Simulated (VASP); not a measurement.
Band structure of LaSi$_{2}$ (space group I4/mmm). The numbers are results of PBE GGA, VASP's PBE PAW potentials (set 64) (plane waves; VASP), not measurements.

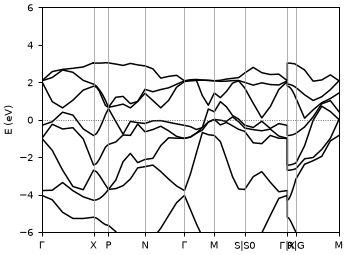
*Bands along high-symmetry lines, zero at the valence-band maximum or, without a gap, the Fermi level*

Read the plot: is there a gap, and where are the band edges?

It has no gap at this level: it comes out as a metal or semimetal.

The structure was generated: LaSi2 was put into an ordered model structure, which need not be its known phase. The cell was not relaxed at this level. The electron count is odd and the run is not spin-polarised, which forces a metal.
